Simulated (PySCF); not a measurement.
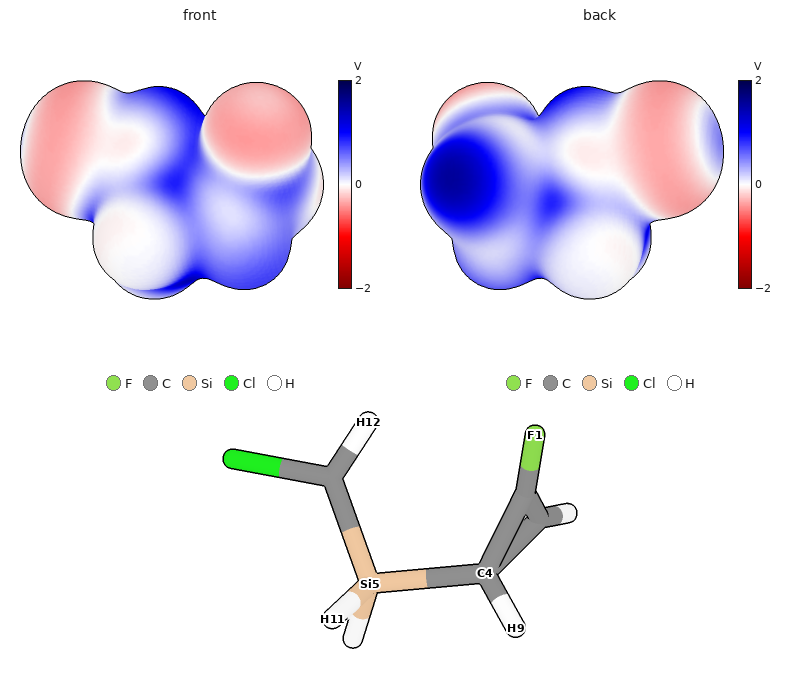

The picture shows: C$_{4}$H$_{5}$ClFSi (doublet). The electrostatic potential painted on the density surface at 0.002 e/bohr³, seen from the front and from behind; the colour scale runs from red (negative) to blue (positive). The bare structure is drawn below in the same view.

Geometry: GFN2-xTB.

Theory: PySCF, UKS B3LYP, pcH-1 on C Cl F H Si, non-relativistic, mean-field spin-orbit, GIAO.

```tsv
atom	x (Å)	y (Å)	z (Å)
F	-1.9827	1.6975	-0.8791
C	-1.6434	0.6291	-0.1854
C	-1.6359	-0.0160	0.9309
C	-0.9317	-0.6778	-0.2708
Si	0.9529	-0.7989	-0.3835
C	1.5955	0.8594	0.1521
Cl	3.2471	1.1554	0.3398
H	-1.8964	-0.1218	1.9531
H	-1.4763	-1.4903	-0.7528
H	1.4513	-1.8564	0.5040
H	1.3333	-1.1133	-1.7679
H	0.9875	1.7324	0.3337
```

> Where is the surface potential most negative and most positive?

The most negative region (about −0.4 V) lies over F1 and Cl7, the most positive (about +1.5 V) over H8. Cl7 shows a σ-hole: about +0.5 V at the tip opposite its bond, against about −0.3 V on its flanks.
